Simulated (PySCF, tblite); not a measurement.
# C₆H₁₃BOS: geometry, infrared bands and NMR shifts

Wanted: the infrared bands and NMR shifts of C₆H₁₃BOS (`CSCB(C)[C@@H](C)C=O`), by calculation.

The runs use tblite 0.8.0 and PySCF 2.14.0, with density-fitted response routines of our own; the level of theory stands in each step. All values are computed, except where a source is named. Atoms are numbered from 0 throughout.

## 1. Starting geometry

22 atoms, charge 0, multiplicity 1; geometry from: force field or distance geometry start.

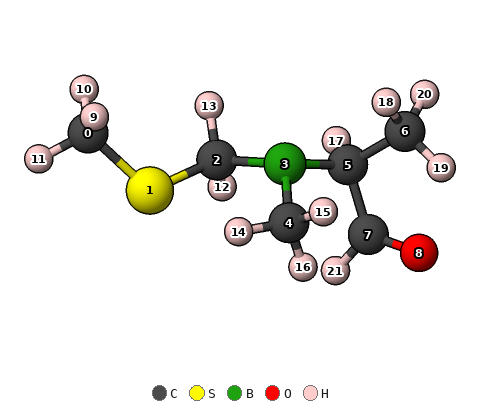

The starting geometry (carbon dark grey, sulfur yellow, boron green, oxygen red, hydrogen pink), atoms numbered.

## 2. Relaxing the molecule with GFN2-xTB

What the job is given:

```
{"job": {"kind": "relax", "xc": "GFN2-xTB", "basis": "xTB"}, "charge": 0, "multiplicity": 1}
C      3.818700     0.850400    -0.214400
S      2.502300    -0.362300    -0.275100
C      1.099500    -0.098600     0.761600
B     -0.228400     0.215400    -0.073300
C     -0.262800    -0.450600    -1.529900
C     -1.569600    -0.149100     0.798200
C     -2.660900     0.816400     0.343600
C     -2.035000    -1.492900     0.362200
O     -3.039200    -1.592600    -0.275900
H      3.771200     1.561300    -1.024100
H      3.872300     1.382000     0.771100
H      4.799900     0.298300    -0.327800
H      0.911200    -0.971100     1.405800
H      1.262500     0.795900     1.450700
H      0.777900    -0.494100    -1.947000
H     -0.900500     0.107000    -2.207500
H     -0.607500    -1.469100    -1.429200
H     -1.395000    -0.090400     1.870900
H     -2.212700     1.662700    -0.138800
H     -3.391500     0.306000    -0.278700
H     -3.094200     1.219200     1.328100
H     -1.428400    -2.425400     0.628600
```

On the command line:

```bash
> OMP_NUM_THREADS=1 python probes_run.py task.json out
```

One launch serves the whole session: the jobs run in the order shown.

The program printed:

```text
step      E/eV     max force
  0    -759.54114    3.418
  1    -760.11288    2.380
  2    -760.34099    1.805
  3    -760.48286    1.537
  4    -760.57695    0.852
  5    -760.64010    0.539
  6    -760.68436    0.515
  7    -760.72710    0.532
  8    -760.77074    0.587
  9    -760.80713    0.412
 10    -760.83728    0.436
 11    -760.86278    0.392
 12    -760.88342    0.399
 13    -760.90254    0.296
 14    -760.92212    0.372
 15    -760.94092    0.339
 16    -760.95885    0.340
 17    -760.97500    0.295
 18    -760.98842    0.233
 19    -761.00129    0.247
 20    -761.01442    0.331
 21    -761.02797    0.327
 22    -761.04265    0.217
 23    -761.05723    0.222
 24    -761.06954    0.233
 25    -761.07898    0.246
 26    -761.08555    0.163
 27    -761.09077    0.143
 28    -761.09569    0.156
 29    -761.09964    0.173
 30    -761.10248    0.116
 31    -761.10475    0.110
 32    -761.10704    0.144
 33    -761.10930    0.115
 34    -761.11102    0.113
 35    -761.11248    0.122
 36    -761.11394    0.099
 37    -761.11645    0.098
 38    -761.11793    0.089
 39    -761.11954    0.080
 40    -761.12071    0.084
 41    -761.12211    0.085
 42    -761.12360    0.095
 43    -761.12511    0.078
 44    -761.12651    0.082
 45    -761.12795    0.098
 46    -761.12951    0.099
 47    -761.13101    0.091
 48    -761.13227    0.090
 49    -761.13340    0.092
 50    -761.13471    0.107
 51    -761.13632    0.131
 52    -761.13800    0.107
 53    -761.13960    0.091
 54    -761.14118    0.084
 55    -761.14276    0.101
 56    -761.14423    0.100
 57    -761.14540    0.085
 58    -761.14636    0.085
 59    -761.14730    0.074
 60    -761.14795    0.109
 61    -761.14903    0.069
 62    -761.14977    0.049
 63    -761.15026    0.039
 64    -761.15072    0.055
 65    -761.15142    0.062
 66    -761.15211    0.058
 67    -761.15273    0.064
 68    -761.15332    0.073
 69    -761.15400    0.064
 70    -761.15468    0.059
 71    -761.15527    0.062
 72    -761.15580    0.050
 73    -761.15639    0.051
 74    -761.15703    0.057
 75    -761.15755    0.050
 76    -761.15792    0.040
 77    -761.15822    0.046
 78    -761.15870    0.054
 79    -761.15938    0.054
 80    -761.16055    0.051
 81    -761.16091    0.048
 82    -761.16161    0.044
 83    -761.16213    0.039
 84    -761.16251    0.028
 85    -761.16267    0.033
 86    -761.16280    0.033
 87    -761.16295    0.025
 88    -761.16314    0.021
 89    -761.16328    0.026
 90    -761.16342    0.027
 91    -761.16359    0.026
 92    -761.16383    0.032
 93    -761.16408    0.033
 94    -761.16436    0.033
 95    -761.16468    0.040
 96    -761.16514    0.044
 97    -761.16577    0.046
 98    -761.16641    0.040
 99    -761.16681    0.037
100    -761.16706    0.035
101    -761.16730    0.034
102    -761.16764    0.039
103    -761.16812    0.048
104    -761.16876    0.071
105    -761.16963    0.091
106    -761.17079    0.126
107    -761.17056    0.192
108    -761.17370    0.110
109    -761.17547    0.084
110    -761.17927    0.164
111    -761.18063    0.231
112    -761.18288    0.141
113    -761.18571    0.093
114    -761.18780    0.160
115    -761.18931    0.183
116    -761.19046    0.127
117    -761.19269    0.134
118    -761.19384    0.077
119    -761.19479    0.062
120    -761.19582    0.082
121    -761.19682    0.086
122    -761.19798    0.079
123    -761.19901    0.060
124    -761.19983    0.055
125    -761.20042    0.051
126    -761.20080    0.050
127    -761.20108    0.034
128    -761.20131    0.031
129    -761.20162    0.031
130    -761.20186    0.036
131    -761.20213    0.039
132    -761.20235    0.044
133    -761.20265    0.050
134    -761.20310    0.058
135    -761.20375    0.063
136    -761.20457    0.065
137    -761.20551    0.061
138    -761.20649    0.062
139    -761.20744    0.065
140    -761.20833    0.072
141    -761.20926    0.066
142    -761.21025    0.120
143    -761.21137    0.080
144    -761.21230    0.141
145    -761.21316    0.063
146    -761.21378    0.052
147    -761.21460    0.075
148    -761.21508    0.111
149    -761.21568    0.069
150    -761.21605    0.044
151    -761.21630    0.033
152    -761.21654    0.037
153    -761.21692    0.041
154    -761.21733    0.040
155    -761.21764    0.045
156    -761.21819    0.054
157    -761.21879    0.054
158    -761.21951    0.110
159    -761.22024    0.096
160    -761.22128    0.108
161    -761.22243    0.094
162    -761.22397    0.075
163    -761.22524    0.114
164    -761.22639    0.181
165    -761.22799    0.089
166    -761.23013    0.088
167    -761.23250    0.128
168    -761.23443    0.100
169    -761.23546    0.102
170    -761.23591    0.257
171    -761.23742    0.067
172    -761.23822    0.052
173    -761.23946    0.072
174    -761.24028    0.069
175    -761.24126    0.075
176    -761.24238    0.088
177    -761.24371    0.101
178    -761.24493    0.069
179    -761.24593    0.085
180    -761.24664    0.068
181    -761.24757    0.075
182    -761.24878    0.086
183    -761.24987    0.081
184    -761.25142    0.079
185    -761.25242    0.068
186    -761.25306    0.123
187    -761.25370    0.050
188    -761.25446    0.045
189    -761.25534    0.076
190    -761.25577    0.088
191    -761.25624    0.067
192    -761.25685    0.050
193    -761.25714    0.036
194    -761.25741    0.030
195    -761.25760    0.036
196    -761.25783    0.040
197    -761.25808    0.042
198    -761.25834    0.037
199    -761.25855    0.032
200    -761.25874    0.030
201    -761.25895    0.041
202    -761.25923    0.042
203    -761.25957    0.062
204    -761.25995    0.053
205    -761.26037    0.045
206    -761.26082    0.039
207    -761.26116    0.038
208    -761.26161    0.037
209    -761.26196    0.034
210    -761.26220    0.036
211    -761.26243    0.030
212    -761.26257    0.049
213    -761.26271    0.035
214    -761.26299    0.024
215    -761.26312    0.023
216    -761.26329    0.027
217    -761.26338    0.030
218    -761.26348    0.028
219    -761.26361    0.040
220    -761.26378    0.040
221    -761.26402    0.065
222    -761.26433    0.061
223    -761.26471    0.042
224    -761.26504    0.041
225    -761.26544    0.047
226    -761.26591    0.067
227    -761.26650    0.085
228    -761.26725    0.070
229    -761.26808    0.071
230    -761.26909    0.073
231    -761.26874    0.212
232    -761.27094    0.118
233    -761.27203    0.095
234    -761.27383    0.060
235    -761.27362    0.240
236    -761.27551    0.122
237    -761.27580    0.063
238    -761.27662    0.064
239    -761.27706    0.073
240    -761.27743    0.057
241    -761.27783    0.041
242    -761.27800    0.028
243    -761.27820    0.025
244    -761.27831    0.026
245    -761.27837    0.019
246    -761.27844    0.015
247    -761.27851    0.014
248    -761.27856    0.019
249    -761.27861    0.019
250    -761.27870    0.018
251    -761.27879    0.022
252    -761.27890    0.023
253    -761.27904    0.025
254    -761.27921    0.024
255    -761.27942    0.036
256    -761.27967    0.042
257    -761.27999    0.054
258    -761.28033    0.061
259    -761.28086    0.053
260    -761.28131    0.057
261    -761.28187    0.081
262    -761.28198    0.112
263    -761.28279    0.065
264    -761.28327    0.059
265    -761.28400    0.132
266    -761.28420    0.100
267    -761.28480    0.039
268    -761.28514    0.029
269    -761.28559    0.077
270    -761.28582    0.041
271    -761.28608    0.040
272    -761.28621    0.040
273    -761.28631    0.021
274    -761.28638    0.021
275    -761.28645    0.029
276    -761.28649    0.024
277    -761.28653    0.012
278    -761.28657    0.012
279    -761.28660    0.013
280    -761.28663    0.016
281    -761.28667    0.020
282    -761.28671    0.020
283    -761.28674    0.017
284    -761.28678    0.017
285    -761.28682    0.013
286    -761.28685    0.013
287    -761.28687    0.011
288    -761.28690    0.012
289    -761.28692    0.010
```

Wall time 2.1 s (1 thread of Arm Neoverse V2, shared host); peak memory 0.19 GiB.

The steps of the relaxation: (not every step is listed)

| step | energy from step 0 (eV) | largest force (eV/Å) |
| --- | --- | --- |
| 0 | 0.0000 | 3.4181 |
| 1 | -0.5717 | 2.3802 |
| 2 | -0.7998 | 1.8050 |
| 3 | -0.9417 | 1.5369 |
| 4 | -1.0358 | 0.8519 |
| 5 | -1.0990 | 0.5388 |
| 6 | -1.1432 | 0.5153 |
| 7 | -1.1860 | 0.5322 |
| 8 | -1.2296 | 0.5875 |
| 35 | -1.5713 | 0.1219 |
| 62 | -1.6086 | 0.0486 |
| 89 | -1.6221 | 0.0257 |
| 116 | -1.6493 | 0.1272 |
| 143 | -1.6702 | 0.0798 |
| 170 | -1.6948 | 0.2565 |
| 197 | -1.7169 | 0.0415 |
| 224 | -1.7239 | 0.0412 |
| 251 | -1.7376 | 0.0216 |
| 278 | -1.7454 | 0.0121 |
| 284 | -1.7456 | 0.0167 |
| 285 | -1.7457 | 0.0133 |
| 286 | -1.7457 | 0.0133 |
| 287 | -1.7457 | 0.0107 |
| 288 | -1.7458 | 0.0119 |
| 289 | -1.7458 | 0.0095 |

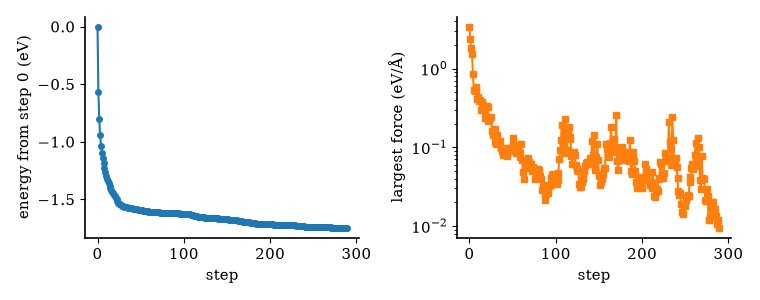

Energy and force, step by step.

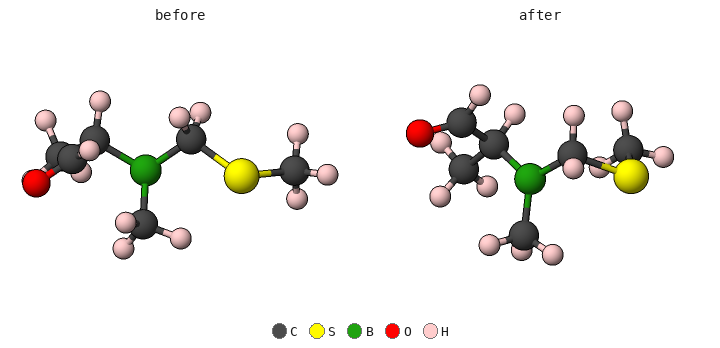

The geometry before (left) and after (right).

Close pairs (by a distance rule), those that changed most:

| bond | before (Å) | after (Å) | change (Å) |
| --- | --- | --- | --- |
| S1–C2 | 1.764 | 1.844 | +0.079 |
| C6–H20 | 1.149 | 1.088 | -0.060 |
| C2–H13 | 1.141 | 1.091 | -0.050 |
| C0–H11 | 1.132 | 1.085 | -0.046 |
| B3–C5 | 1.640 | 1.603 | -0.038 |
| B3–C4 | 1.602 | 1.566 | -0.036 |
| C7–H21 | 1.144 | 1.109 | -0.035 |
| C4–H14 | 1.122 | 1.087 | -0.035 |

The next job starts from the end point, and lists it.

## 3. Vibrational analysis with GFN2-xTB

What the job is given:

```
{"job": {"kind": "ir", "xc": "GFN2-xTB", "basis": "xTB"}, "charge": 0, "multiplicity": 1}
C      2.542973     1.278120     0.338118
S      2.816459    -0.394804    -0.312600
C      1.315655    -1.243936     0.339620
B      0.035886    -0.590671    -0.309817
C     -0.177503    -0.659003    -1.859251
C     -1.033654     0.135556     0.637371
C     -2.012950     1.078055    -0.062789
C     -1.764805    -0.992661     1.306548
O     -2.882595    -1.347874     1.054090
H      1.673681     1.724437    -0.135412
H      2.412933     1.231481     1.415872
H      3.433260     1.851275     0.099721
H      1.464129    -2.276710     0.021653
H      1.387067    -1.211262     1.427804
H      0.661525    -1.098236    -2.393546
H     -0.377380     0.316056    -2.300206
H     -1.061239    -1.261354    -2.073684
H     -0.500959     0.670556     1.431393
H     -1.480450     1.868209    -0.586361
H     -2.618186     0.527160    -0.776732
H     -2.682780     1.533845     0.663772
H     -1.161474    -1.519639     2.073589
```

The program printed:

```text
mode    cm-1     km/mol
  1      16.6      2.80
  2      33.2      1.65
  3      61.7      5.28
  4      78.0      3.86
  5      99.1      4.14
  6     133.3      3.11
  7     166.5      1.37
  8     179.7      1.02
  9     191.9      2.13
 10     223.7      2.14
 11     252.2      4.11
 12     260.1      2.99
 13     302.5      2.47
 14     381.3      1.75
 15     460.4      5.47
 16     635.0      8.90
 17     664.7      8.50
 18     703.6      1.40
 19     732.9      9.39
 20     764.3     15.50
 21     810.6     37.32
 22     846.5     14.01
 23     896.2     85.20
 24     918.7     44.17
 25     937.9     11.05
 26     943.0      5.74
 27    1003.9     84.67
 28    1044.2    109.61
 29    1063.5      8.42
 30    1076.7     36.00
 31    1135.1     89.92
 32    1145.0     64.15
 33    1160.1    150.97
 34    1193.2     63.77
 35    1303.9      6.91
 36    1316.1      1.82
 37    1383.3     56.13
 38    1387.7     19.56
 39    1410.8      5.50
 40    1440.6      3.02
 41    1452.9      9.05
 42    1453.9      5.44
 43    1464.4      3.31
 44    1479.0      4.16
 45    1497.3      1.62
 46    1502.9      4.63
 47    1772.4    413.91
 48    2735.7    149.37
 49    2918.5     29.99
 50    2964.2     29.90
 51    2987.4      3.31
 52    2995.6     10.81
 53    3021.0      9.50
 54    3023.6     15.79
 55    3029.6     25.56
 56    3030.0      8.51
 57    3037.8     31.66
 58    3043.5     23.93
 59    3059.1      4.21
 60    3060.9     15.30
```

Wall time 0.84 s (1 thread of Arm Neoverse V2, shared host); peak memory 0.19 GiB.

The strongest bands and the atoms that carry them (share of the mass-weighted mode):

| cm⁻¹ | km/mol | atoms |
| --- | --- | --- |
| 896 | 85.2 | H21 34 %, C7 25 % |
| 1004 | 84.7 | H17 29 %, H20 23 %, H19 15 % |
| 1044 | 109.6 | H12 25 %, H13 21 %, B3 11 % |
| 1135 | 89.9 | C5 31 %, H17 21 %, C6 11 %, H20 10 % |
| 1145 | 64.2 | C5 28 %, H17 12 %, C6 12 %, B3 12 % |
| 1160 | 151.0 | B3 41 %, C2 17 %, H13 11 % |
| 1772 | 413.9 | C7 59 %, O8 39 % |
| 2736 | 149.4 | H21 94 % |

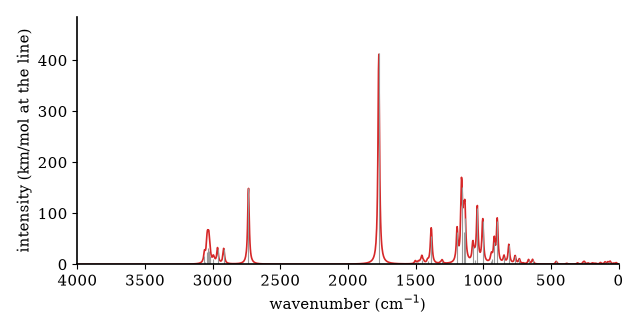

The infrared spectrum from these modes, unscaled. Lines are broadened to a width of 14 cm⁻¹ (Lorentzian).

## 4. Nuclear shieldings: PBE0/pcSseg-1

Same as in step 3 but for these lines:

```diff
@@ -1,2 +1,2 @@
-{"job": {"kind": "ir", "xc": "GFN2-xTB", "basis": "xTB"}, "charge": 0, "multiplicity": 1}
+{"job": {"kind": "nmr", "xc": "PBE0", "basis": "pcSseg-1"}, "charge": 0, "multiplicity": 1}
 C      2.542973     1.278120     0.338118
```

Method: GIAO PBE0/pcSseg-1 NMR shielding, non-relativistic, gas phase.

The program printed:

```text
coarse grid: 18376 points
cycle   1  E = -733.9095363017  dE =  9.054e-01  |g| = 8.365e-01  |ddm| = 4.115e+00
cycle   2  E = -733.5397751311  dE =  3.698e-01  |g| = 1.612e+00  |ddm| = 2.332e+00
cycle   3  E = -734.0493252322  dE = -5.096e-01  |g| = 2.220e-01  |ddm| = 1.816e+00
cycle   4  E = -734.0601622400  dE = -1.084e-02  |g| = 6.447e-02  |ddm| = 2.401e-01
cycle   5  E = -734.0610943279  dE = -9.321e-04  |g| = 1.561e-02  |ddm| = 7.687e-02
cycle   6  E = -734.0611523652  dE = -5.804e-05  |g| = 5.112e-03  |ddm| = 2.369e-02
cycle   7  E = -734.0611583530  dE = -5.988e-06  |g| = 1.336e-03  |ddm| = 6.345e-03
final grid: 171248 points
cycle   8  E = -734.1247203041  dE = -3.664e-05  |g| = 1.473e-02  |ddm| = 3.860e-02
cycle   9  E = -734.1246269903  dE =  9.331e-05  |g| = 2.632e-02  |ddm| = 3.074e-02
cycle  10  E = -734.1247638482  dE = -1.369e-04  |g| = 3.552e-03  |ddm| = 2.198e-02
cycle  11  E = -734.1247664426  dE = -2.594e-06  |g| = 2.618e-04  |ddm| = 2.801e-03
cycle  12  E = -734.1247664595  dE = -1.689e-08  |g| = 1.283e-04  |ddm| = 5.399e-04
cycle  13  E = -734.1247664637  dE = -4.209e-09  |g| = 2.706e-05  |ddm| = 1.630e-04
cycle  14  E = -734.1247664638  dE = -1.676e-10  |g| = 6.639e-06  |ddm| = 2.977e-05
converged SCF energy = -734.1247664638

GIAO shielding tensors (ppm)
atom      isotropic    diamagn.    paramagn.     s11        s22        s33       span
  0 C      165.099     252.190     -87.091    149.903    162.590    182.804     32.901
  1 S      544.754    1055.669    -510.915    419.389    450.829    764.043    344.654
  2 C      151.740     254.089    -102.348    143.404    147.842    163.975     20.571
  3 B       14.159     188.556    -174.397    -43.474    -26.820    112.772    156.246
  4 C      175.523     253.169     -77.646    152.717    181.672    192.180     39.463
  5 C      119.020     253.598    -134.577     67.744    126.781    162.535     94.791
  6 C      175.279     246.753     -71.474    165.960    175.425    184.451     18.491
  7 C      -16.344     251.456    -267.800   -110.975    -33.434     95.378    206.353
  8 O     -364.755     397.022    -761.777  -1032.798   -445.891    384.424   1417.222
  9 H       29.820      32.928      -3.107     23.771     29.771     35.919     12.148
 10 H       29.640      31.180      -1.540     25.726     27.121     36.074     10.348
 11 H       29.856      28.658       1.198     24.902     26.382     38.285     13.383
 12 H       29.690      31.348      -1.658     25.798     26.593     36.679     10.881
 13 H       28.813      33.036      -4.223     24.413     27.437     34.589     10.176
 14 H       30.172      31.083      -0.911     25.569     30.523     34.423      8.854
 15 H       30.704      31.645      -0.941     26.911     30.173     35.028      8.117
 16 H       31.132      30.903       0.229     26.194     29.902     37.299     11.105
 17 H       28.525      34.385      -5.859     25.330     28.735     31.510      6.180
 18 H       30.892      31.308      -0.415     26.823     29.881     35.973      9.150
 19 H       29.761      31.272      -1.511     26.538     27.986     34.759      8.222
 20 H       30.685      29.492       1.193     26.099     28.003     37.953     11.853
 21 H       21.483      29.986      -8.503     18.534     20.346     25.570      7.036
```

Run time: 58 s. Hardware: 1 thread of Arm Neoverse V2, shared host; peak memory 1 GiB.

Shifts follow as δ = σ(reference) − σ, with reference shieldings (ppm) from runs at the same level and on the same kind of geometry: 1H TMS 31.72, 13C TMS 186.9, 17O H2O 336.1, 11B BF3·OEt2 100.1, 33S CS2 504. The references are single molecules in the gas phase, so shifts against H2O, NH3, PH3, H3PO4 or CFCl3 are not on the usual liquid scales and can be off by tens of ppm. Atoms listed in one row are averaged.

| atoms | environment | σ (ppm) | δ (ppm) | δ scaled to CDCl3 |
| --- | --- | --- | --- | --- |
| C7 | aldehyde carbonyl carbon | -16.3 | 203.3 | 196.5 |
| C5 | sp3 CH bonded to B, α to a carbonyl | 119.0 | 67.9 | 64.4 |
| C2 | sp3 CH2 bonded to B and S | 151.7 | 35.2 | 28.0 |
| C0 | methyl carbon bonded to S | 165.1 | 21.8 | 15.0 |
| C6 | methyl carbon | 175.3 | 11.6 | 9.5 |
| C4 | methyl carbon bonded to B | 175.5 | 11.4 | 9.2 |
| H21 | hydrogen on an aldehyde carbonyl carbon | 21.48 | 10.23 | 9.75 |
| H17 | hydrogen on an sp3 CH bonded to B, α to a carbonyl | 28.53 | 3.19 | 3.11 |
| H13 | hydrogen on an sp3 CH2 bonded to B and S | 28.81 | 2.90 | 2.84 |
| H12 | hydrogen on an sp3 CH2 bonded to B and S | 29.69 | 2.03 | 2.02 |
| H9, H10, H11 | hydrogen on a methyl carbon bonded to S | 29.77 | 1.94 | 1.94 |
| H18, H19, H20 | hydrogen on a methyl carbon | 30.45 | 1.27 | 1.30 |
| H14, H15, H16 | hydrogen on a methyl carbon bonded to B | 30.67 | 1.05 | 1.09 |
| S1 | sulfide sulfur | 545 | -41 | – |
| B3 | boron bonded to 3 C | 14.2 | 85.9 | – |
| O8 | aldehyde oxygen | -364.8 | 700.8 | – |

The scaled column applies a straight-line fit of computed shieldings to shifts measured in CDCl3, with any fitted terms for Cl, Br or S neighbours (root-mean-square error 0.16 ppm for H, 1.9 ppm for C).

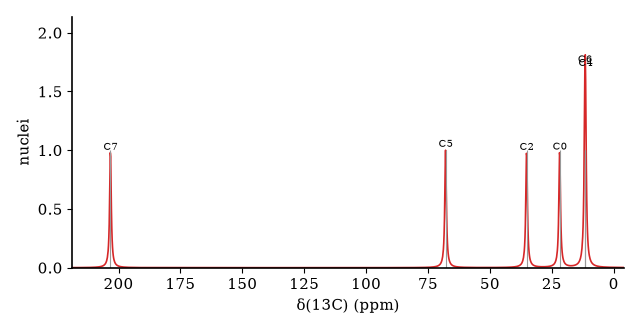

13C lines at the computed shifts, without couplings. Lines are broadened to a width of 0.77 ppm (Lorentzian).

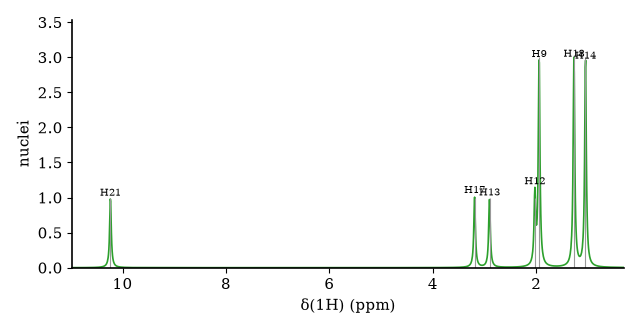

1H lines at the computed shifts, without couplings. Lines are broadened to a width of 0.04 ppm (Lorentzian).

Charges from the same density, by scheme (e):

| atoms | Mulliken | IAO | Hirshfeld | ESP fit |
| --- | --- | --- | --- | --- |
| C0 | -0.40 | -0.51 | -0.12 | -0.49 |
| S1 | -0.07 | 0.10 | 0.01 | -0.11 |
| C2 | -0.52 | -0.48 | -0.15 | -0.66 |
| B3 | 0.51 | 0.33 | 0.20 | 0.58 |
| C4 | -0.48 | -0.57 | -0.20 | -0.63 |
| C5 | -0.55 | -0.29 | -0.10 | 0.16 |
| C6 | -0.19 | -0.41 | -0.12 | -0.55 |
| C7 | 0.25 | 0.27 | 0.13 | 0.35 |
| O8 | -0.35 | -0.39 | -0.22 | -0.44 |

ESP fit charges:

C0 -0.49; S1 -0.11; C2 -0.66; B3 0.58; C4 -0.63; C5 0.16; C6 -0.55; C7 0.35; O8 -0.44; H9 0.16; H10 0.17; H11 0.22; H12 0.25; H13 0.19; H14 0.14; H15 0.15; H16 0.15; H17 -0.01; H18 0.12; H19 0.14; H20 0.15; H21 -0.03

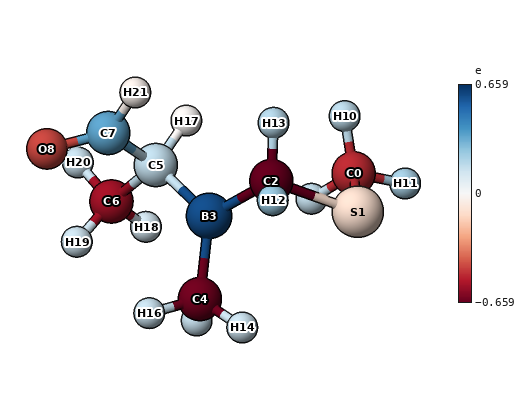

ESP fit charges, as colours on the atoms.

Mayer bond orders: C0–S1 1.00, S1–C2 0.99, C2–B3 0.96, B3–C4 1.11, B3–C5 0.86, C5–C6 1.05, C5–C7 0.98, C7–O8 2.00.

## 5. What came out

| quantity | value |
| --- | --- |
| strongest single infrared mode (GFN2-xTB) | 1772 cm⁻¹, 414 km/mol |
| zero-point energy (GFN2-xTB) | 111.9 kcal/mol |
| 13C shifts against TMS (PBE0/pcSseg-1) | 203.3, 67.9, 35.2, 21.8, 11.6, 11.4 ppm |
| 1H shifts against TMS (PBE0/pcSseg-1, means over atoms taken as alike) | 10.23, 3.19, 2.90, 2.03, 1.94, 1.27, 1.05 ppm |
| 33S shifts against CS2 (PBE0/pcSseg-1) | -41 ppm |
| 11B shifts against BF3·OEt2 (PBE0/pcSseg-1) | 85.9 ppm |
| 17O shifts against H2O (PBE0/pcSseg-1) | 700.8 ppm |

**Reading.** Relaxing lowered the energy by 1.746 eV in 289 steps; the close pair that moved most is S1–C2, from 1.764 to 1.844 Å. All 60 modes are real, so the xTB geometry is a minimum. The strongest single mode, at 1772 cm⁻¹, moves mainly C7 and O8. Unscaled tight-binding wavenumbers are off by several per cent, some by more. Its intensities can rank the bands wrongly. C7 (aldehyde carbonyl carbon) lies farthest downfield among carbon, at 203.3 ppm; the double bond to the heteroatom, with no lone-pair donor beside it, deshields it most. H21 (hydrogen on an aldehyde carbonyl carbon) lies farthest downfield among hydrogen, at 10.23 ppm; deshielded by the polar, anisotropic C=O bond. At PBE0/pcSseg-1: The largest span, 1417 ppm, is at O8, where the paramagnetic term is -762 ppm.
